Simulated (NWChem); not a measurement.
# CH5ClFNSi (SMILES FCN[SiH2]Cl): levels of theory compared

Aim: a comparison of 4 runs (HF/STO-3G, HF/3-21G, B3LYP/6-31G*) of CH5ClFNSi. 

Program for the calculation: NWChem 7.3.0.

### Step 1. Starting point

CH5ClFNSi: 10 atoms, total charge 0, spin state singlet. As SMILES, `FCN[SiH2]Cl`. The shape is that of a PBE0-D4/def2-TZVP optimisation. This is one conformer, not always the lowest.

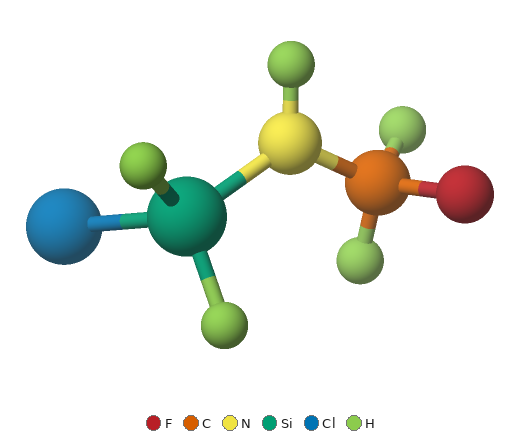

Viewed from a chosen angle; fluorine red, carbon orange, nitrogen yellow, silicon teal, chlorine blue, hydrogen green.

### Step 2. Energy and gradient at HF/STO-3G (run 1)

Input file job.nw:

```
echo
start job
memory stack 880 mb heap 220 mb global 1100 mb

geometry noautosym nocenter noautoz
  F     0.995700    0.527200    2.064000
  C    -0.106800    0.650800    1.223000
  N    -0.229900   -0.456400    0.360100
  Si    0.262100   -0.492000   -1.275900
  Cl   -1.243700    0.039900   -2.582800
  H    -0.976200    0.756200    1.876900
  H     0.038000    1.568200    0.646700
  H    -0.642500   -1.274900    0.778800
  H     1.339000    0.503000   -1.456500
  H     0.647700   -1.873400   -1.631400
end

basis spherical bse
  F library STO-3G
  C library STO-3G
  N library STO-3G
  Si library STO-3G
  Cl library STO-3G
  H library STO-3G
end

scf
  thresh 1e-08
  maxiter 80
  print low
end

task scf gradient
```

On the command line:

```bash
nwchem job.nw > job.out
```

What it wrote:

```text
[...]
  functions       =    38
[...]
  wavefunction    = RHF
[...]
         Total SCF energy =   -932.347410831092
      One-electron energy =  -1865.684030086107
      Two-electron energy =    646.504177241823
 Nuclear repulsion energy =    286.832442013193
        Time for solution =      2.6s
[...]
                         RHF ENERGY GRADIENTS
    atom               coordinates                        gradient
                 x          y          z           x          y          z
   1 F       1.881600   0.996264   3.900394   -0.003681   0.001265  -0.001095
   2 C      -0.201823   1.229834   2.311135   -0.018309  -0.022087  -0.033040
   3 N      -0.434448  -0.862471   0.680490    0.003492   0.024936   0.037562
   4 Si      0.495297  -0.929745  -2.411101   -0.042023   0.013201  -0.004448
   5 Cl     -2.350252   0.075400  -4.880784    0.012361  -0.004201   0.008292
   6 H      -1.844751   1.429011   3.546827    0.011330  -0.003935  -0.000283
   7 H       0.071810   2.963468   1.222086    0.005667  -0.007322   0.004735
   8 H      -1.214149  -2.409212   1.471719    0.003576   0.005339  -0.004105
   9 H       2.530343   0.950532  -2.752386    0.020661   0.020240  -0.001731
  10 H       1.223976  -3.540213  -3.082899    0.006924  -0.027435  -0.005886
[...]
```

Wall time 4.8 s (1 thread of Intel Xeon Platinum 8375C at 2.90GHz (Ice Lake), shared host); peak memory 0.098 GiB.

### Step 3. Energy and gradient at HF/3-21G (run 2)

Input file ch5clfnsi.nw:

```
start ch5clfnsi
title "CH5ClFNSi hf"
memory total 2200 mb
charge 0

geometry noautosym nocenter noautoz
 F      0.995700     0.527200     2.064000
 C     -0.106800     0.650800     1.223000
 N     -0.229900    -0.456400     0.360100
 Si     0.262100    -0.492000    -1.275900
 Cl    -1.243700     0.039900    -2.582800
 H     -0.976200     0.756200     1.876900
 H      0.038000     1.568200     0.646700
 H     -0.642500    -1.274900     0.778800
 H      1.339000     0.503000    -1.456500
 H      0.647700    -1.873400    -1.631400
end

basis spherical bse
 * library 3-21G
end

scf
 thresh 1e-08
 maxiter 80
end

task scf gradient
```

On the command line:

```bash
nwchem ch5clfnsi.nw > ch5clfnsi.out
```

What it wrote:

```text
[...]
  functions       =    63
[...]
  wavefunction    = RHF
[...]
         Total SCF energy =   -938.360594014335
      One-electron energy =  -1869.294789187466
      Two-electron energy =    644.101753159938
 Nuclear repulsion energy =    286.832442013193
        Time for solution =      2.9s
[...]
                         RHF ENERGY GRADIENTS
    atom               coordinates                        gradient
                 x          y          z           x          y          z
   1 F       1.881600   0.996264   3.900394   -0.010613   0.000080  -0.007971
   2 C      -0.201823   1.229834   2.311135    0.007840  -0.019025  -0.007928
   3 N      -0.434448  -0.862471   0.680490    0.014085   0.010786  -0.006862
   4 Si      0.495297  -0.929745  -2.411101   -0.040093   0.015954  -0.012661
   5 Cl     -2.350252   0.075400  -4.880784    0.032693  -0.011843   0.028585
   6 H      -1.844751   1.429011   3.546827   -0.006091   0.000552   0.008897
   7 H       0.071810   2.963468   1.222086    0.004136   0.007943  -0.005365
   8 H      -1.214149  -2.409212   1.471719   -0.003318  -0.003586   0.002404
   9 H       2.530343   0.950532  -2.752386    0.001366   0.001252   0.000554
  10 H       1.223976  -3.540213  -3.082899   -0.000005  -0.002114   0.000347
[...]
```

It took 5.4 s on 1 thread of Intel Xeon Platinum 8375C at 2.90GHz (Ice Lake), shared host; peak memory 0.1 GiB.

Run 3 isn't shown in full; the table further down has it.

### Step 4. Energy and forces at B3LYP/6-31G(d) (Cartesian functions) (run 4)

Input file struct.nw:

```
start struct
memory total 2200 mb

geometry noautosym nocenter noautoz
  F     0.995700    0.527200    2.064000
  C    -0.106800    0.650800    1.223000
  N    -0.229900   -0.456400    0.360100
  Si    0.262100   -0.492000   -1.275900
  Cl   -1.243700    0.039900   -2.582800
  H    -0.976200    0.756200    1.876900
  H     0.038000    1.568200    0.646700
  H    -0.642500   -1.274900    0.778800
  H     1.339000    0.503000   -1.456500
  H     0.647700   -1.873400   -1.631400
end

basis cartesian
  * library 6-31G*
end

dft
  xc b3lyp
  grid fine
  convergence energy 1e-08
  maxiter 100
  mulliken
  noprint "final vectors analysis"
end

task dft gradient
```

On the command line:

```bash
nwchem struct.nw > struct.out
```

What it wrote:

```text
[...]
          Wavefunction type:  closed shell.
          No. of atoms     :    10
          No. of electrons :    58
[...]
          Charge           :     0
          Spin multiplicity:     1
[...]
          AO basis - number of functions:    93
[...]
              XC Information
              --------------
                         B3LYP Method XC Potential
                     Hartree-Fock (Exact) Exchange  0.200
                        Slater Exchange Functional  0.800 local
                    Becke 1988 Exchange Functional  0.720 non-local
              Lee-Yang-Parr Correlation Functional  0.810
                  VWN I RPA Correlation Functional  0.190 local
[...]
 d= 0,ls=0.0,diis     1   -945.3660698355 -1.23D+03  1.46D-02  9.66D-01     3.0
[...]
 d= 0,ls=0.0,diis    10   -945.4586683184 -4.04D-09  3.52D-07  1.81D-09    23.0
         Total DFT energy =     -945.458668318370
      One electron energy =    -1875.993162864688
           Coulomb energy =      717.677468463717
    Exchange-Corr. energy =      -73.975415930592
 Nuclear repulsion energy =      286.832442013193
[...]
  wavefunction    = closed shell
[...]
```

Wall time 36 s (1 thread of Intel Xeon Platinum 8375C at 2.90GHz (Ice Lake), shared host); peak memory 0.12 GiB.

### Step 5. Overview of the runs

```csv
run,level,iteration cap,module,energy (Eh),largest force (eV/Å),wall time
1,HF/STO-3G,80,scf,-932.347411,2.325,4.8 s
2,HF/3-21G,80,scf,-938.360594,2.315,5.4 s
3,B3LYP/6-31G* (spherical functions),100,dft,-945.450858,0.524,58 s
4,B3LYP/6-31G* (Cartesian functions),100,dft,-945.458668,0.522,36 s
```

### Step 6. Outcome

| quantity | value |
| --- | --- |
| run 4: total energy | -945.45867 Eh |
| run 4: dipole moment | 1.27 D |
| run 4: largest force on an atom | 0.522 eV/Å |

What this shows: In run 1 the basis is minimal, so the values are rough. All runs together took 1.7 min, the longest 58 s.
